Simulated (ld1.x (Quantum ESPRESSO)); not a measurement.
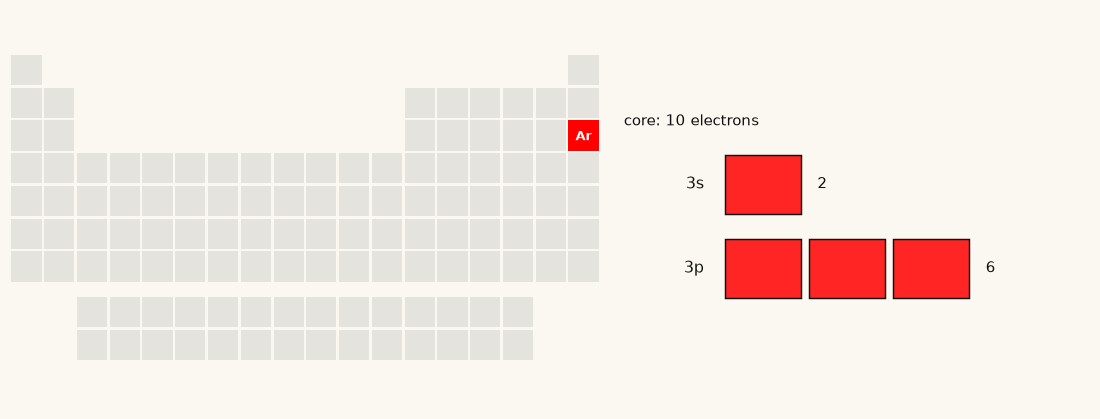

Left, the place of argon in the periodic table; right, the valence shells of the reference configuration: a box for each of the 2l + 1 orbitals, shaded by the share of the shell that is filled, with the electron count at the right. The shells are those of the unaltered input.

Pseudopotential generation, with input and output: Ar

- system: argon (Ar, Z = 18), core [Ne], reference valence 3s2 3p6, valence charge 8. (This line and the method describe the unaltered input from which the odd one was made.)
- method: ultrasoft potential, PBEsol, scalar-relativistic, made with ld1.x (Quantum ESPRESSO) 7.5

**Input**
```
 &input
   title='Ar', zed=18., rel=1, dft='PBESOL', iswitch=3,
   config='[Ar] 3d-2',
   nld=3, rlderiv=1.35, eminld=-4.0, emaxld=5.0, deld=0.02
 /
 &inputp
   pseudotype=3, tm=.true., lloc=2, rcloc=0.70,
   nlcc=.true.,
   file_pseudopw='Ar.UPF', file_wfcaegen='ae.wfc', file_wfcncgen='nc.wfc', file_beta='beta', file_chi='chi', file_wfcusgen='us.wfc'
 /
6
3S  1  0   2.00   0.00  1.15  1.25  0.0
3S  1  0   0.00  -0.65  1.15  1.25  0.0
3P  2  1   6.00   0.00  0.65  0.90  0.0
3P  2  1   0.00  -0.25  0.65  0.90  0.0
3D  3  2  -2.00  -0.15  0.85  1.10  0.0
3D  3  2  -2.00   0.85  0.85  1.10  0.0
 &test
   configts(1)='3s2 3p6'
 /
```

Launched with:
```bash
ld1.x < Ar.in > Ar.out
```

**Log**
```
     Program LD1 v.7.5

 %%%%%%%%%%%%%%%%%%%%%%%%%%%%%%%%%%%%%%%%%%%%%%%%%%%%%%%%%%%%%%%%%%%%%%%%%%%%%%
     Error in routine ld1_readin (1):
     only one local channel
 %%%%%%%%%%%%%%%%%%%%%%%%%%%%%%%%%%%%%%%%%%%%%%%%%%%%%%%%%%%%%%%%%%%%%%%%%%%%%%

     stopping ...
```

**Outcome**

```
quantity                      value
 outcome     refused by the program
hardware  1 CPU thread, shared host
```

**Diagnosis**

The input is odd on purpose: lloc set to 2 without reordering the list of waves. The generator stopped with the message “ld1_readin: only one local channel”.
